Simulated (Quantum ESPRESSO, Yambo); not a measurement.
# Gap slopes of CdF2 (Fm-3m) from G0W0 (hydrostatic strain), part 2 of 2

Does PBE give the same change of gap under hydrostatic strain as G0W0? The case is CdF2 (Fm-3m).

Quantum ESPRESSO 7.5 and Yambo 5.3.0; PBE and many-body steps on it, plane waves. Known limits of the many-body steps: not at the basis limit; d shell near the gap, gap tends to lie low; no spin-orbit coupling; coarse k mesh.

So far. Step 7 (G0W0, strain +1 %): The gap on the mesh goes from 3.01 eV to 5.23 eV, a correction of +2.21 eV.

## 8. G0W0, strain -2 %

Level of this step: G0W0 on PBE, plane waves, norm-conserving pseudopotentials (Yambo).

The cell differs from the one that the last finished run ended in (a 3.848 → 3.734 Å, b 3.848 → 3.734 Å, c 3.848 → 3.734 Å).

Input file gw4.in:

```
HF_and_locXC
gw0
dyson
ppa
em1d
rim_cut
RandQpts= 1000000
RandGvec= 1 RL
EXXRLvcs= 94 Ry
VXCRLvcs= 376 Ry
Chimod= "HARTREE"
% BndsRnXp
 1 | 180 |
%
NGsBlkXp= 339 RL
% LongDrXp
 1 | 1 | 1 |
%
% GbndRnge
 1 | 180 |
%
DysSolver= "n"
ExtendOut
PPAPntXp= 27.21138 eV
% QPkrange
 8 | 8 | 16 | 19 |
 1 | 1 | 16 | 19 |
%
```

Launch:

```sh
OMP_NUM_THREADS=1 mpirun -n 8 yambo -F gw4.in -J gw4 -C gw4 > gw4.log
```

Output:

```text
 Yambo, version 5.3.0

 [02] CORE Variables Setup
 =========================

  [... cell, symmetries and grids as in the set-up ...]

  [02.05] Energies & Occupations
  ==============================

  [X] === General ===
  [X] Electronic Temperature                        :  0.000000  0.000000 [eV K]
  [X] Bosonic    Temperature                        :  0.000000  0.000000 [eV K]
  [X] Finite Temperature mode                       : no
  [X] El. density                                   :  0.92380E+24 [cm-3]
[...]
QP @ state[ 1 ] b range                          :  16  19
   QP @ state[ 2 ] K range                          :   8   8
   QP @ state[ 2 ] b range                          :  16  19
   GF energies kind                                 : Perdew, Burke & Ernzerhof(X)+Perdew, Burke & Ernzerhof(C)
   GF WF`s kind                                     : Perdew, Burke & Ernzerhof(X)+Perdew, Burke & Ernzerhof(C)
   Xs energies kind                                 : Perdew, Burke & Ernzerhof(X)+Perdew, Burke & Ernzerhof(C)
   Xs WF`s kind                                     : Perdew, Burke & Ernzerhof(X)+Perdew, Burke & Ernzerhof(C)

 [11] Game Over & Game summary
```

The job ended after 2.6 min (8 MPI ranks of Arm Neoverse V2, shared host; peak memory 3.5 GiB).

Numbers from this step:

```
G0W0 gap on the points computed              : 5.694 eV
starting gap on the mesh                     : 3.349 eV
k of the valence top                         : 0.25, -0.5, -0.25
k of the conduction bottom                   : 0, 0, 0
least direct G0W0 gap on the computed points : 6.376 eV
```

The gap on the mesh goes from 3.35 eV to 5.69 eV, a correction of +2.35 eV.

Again on this cell's own states.

## 9. G0W0, strain +2 %

The cell differs from the one that the last finished run ended in (a 3.734 → 3.886 Å, b 3.734 → 3.886 Å, c 3.734 → 3.886 Å).

gw5.in is the same as gw4.in of step 8.

Launch:

```sh
OMP_NUM_THREADS=1 mpirun -n 8 yambo -F gw5.in -J gw5 -C gw5 > gw5.log
```

Output:

```text
 Yambo, version 5.3.0

 [02] CORE Variables Setup
 =========================

  [... cell, symmetries and grids as in the set-up ...]

  [02.05] Energies & Occupations
  ==============================

  [X] === General ===
  [X] Electronic Temperature                        :  0.000000  0.000000 [eV K]
  [X] Bosonic    Temperature                        :  0.000000  0.000000 [eV K]
  [X] Finite Temperature mode                       : no
  [X] El. density                                   :  0.81932E+24 [cm-3]
[...]
QP @ state[ 1 ] b range                          :  16  19
   QP @ state[ 2 ] K range                          :   8   8
   QP @ state[ 2 ] b range                          :  16  19
   GF energies kind                                 : Perdew, Burke & Ernzerhof(X)+Perdew, Burke & Ernzerhof(C)
   GF WF`s kind                                     : Perdew, Burke & Ernzerhof(X)+Perdew, Burke & Ernzerhof(C)
   Xs energies kind                                 : Perdew, Burke & Ernzerhof(X)+Perdew, Burke & Ernzerhof(C)
   Xs WF`s kind                                     : Perdew, Burke & Ernzerhof(X)+Perdew, Burke & Ernzerhof(C)

 [11] Game Over & Game summary
```

It took 2.3 min on 8 MPI ranks; peak memory 3.7 GiB; 17 min of CPU time.

This step gave:

```
G0W0 gap on the points computed              : 5.079 eV
starting gap on the mesh                     : 2.907 eV
k of the valence top                         : 0.25, -0.5, -0.25
k of the conduction bottom                   : 0, 0, 0
least direct G0W0 gap on the computed points : 5.897 eV
```

The gap on the mesh goes from 2.91 eV to 5.08 eV, a correction of +2.17 eV.

Again on this cell's own states.

## 10. The series

One mesh (4×4×4), Godby-Needs plasmon pole, 180 bands in every cell; hydrostatic strain per length. Fractional positions are the same in all cells.

```csv
strain (%),PBE gap (eV),G0W0 gap (eV),least direct G0W0 gap (eV),G0W0 edges
-2,3.349,5.694,6.376,"(0.250, -0.500, -0.250) to Γ"
-1,3.235,5.533,6.258,"(0.250, -0.500, -0.250) to Γ"
+0,3.124,5.387,6.148,"(0.250, -0.500, -0.250) to Γ"
+1,3.015,5.229,6.022,"(0.250, -0.500, -0.250) to Γ"
+2,2.907,5.079,5.897,"(0.250, -0.500, -0.250) to Γ"
```

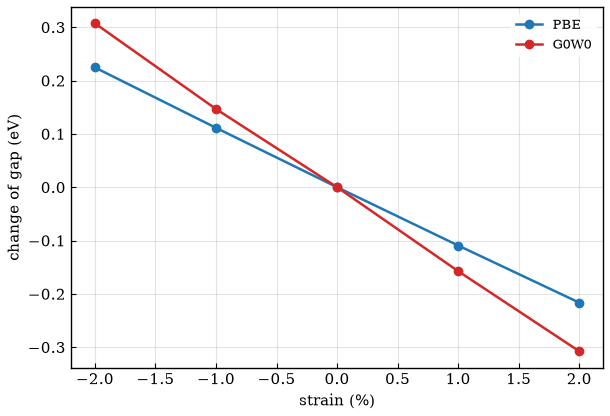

The change of gap against strain.

## 11. What came out

```json
{
 "slope under compression": "−112 (PBE) and −154 (G0W0) meV per %",
 "slope under tension": "−108 (PBE) and −154 (G0W0) meV per %",
 "GW settings, unstrained cell": "4×4×4 mesh, 180 bands",
 "known limits": "not at the basis limit; d shell near the gap, gap tends to lie low; no spin-orbit coupling; coarse k mesh"
}
```

**Reading.** On the side of compression the slopes of gap against strain are −112 (PBE) and −154 (G0W0) meV per %. On the side of tension the slopes of gap against strain are −108 (PBE) and −154 (G0W0) meV per %. One line through all points gives volume deformation potentials of -3.68 eV (PBE) and -5.11 eV (G0W0). Gaps are read on the mesh, so a valley between its points is missed. Bands and cutoff are finite, so the gap is not at the basis limit. The miss can reach some tenths of an eV and take either sign; the mesh is an error of its own. In the G0W0 run levels were corrected at 2 k points alone, so a gap called «on the mesh» is the least over those, and an edge elsewhere would be missed. The 4×4×4 mesh is coarse for this cell, which bears on the long-range parts of exchange and screening. A d shell, filled or nearly so, lies near the gap. One-shot GW converges very slowly in bands there, not always from below, and on a semilocal start the gap tends to come out low; starts rich in exact exchange can overshoot instead. The many-body steps are scalar-relativistic: spin-orbit coupling is not in them.

[Paths, hosts, dates, memory and timing lines, banners, echoed tables and standing remarks are left out of the program output.]

[Logs are printed without paths, hosts, clocks, repeated set-up lines and the standing remarks that a program may print on its own settings, such as how far it seeks lower states.]

[Runs of the session that timed out or met a known fault of the program may be left out.]

[Hosts, paths, dates, database ids (printed as entryN), source tags and the programs' standing remarks are cut or masked in the printed files.]
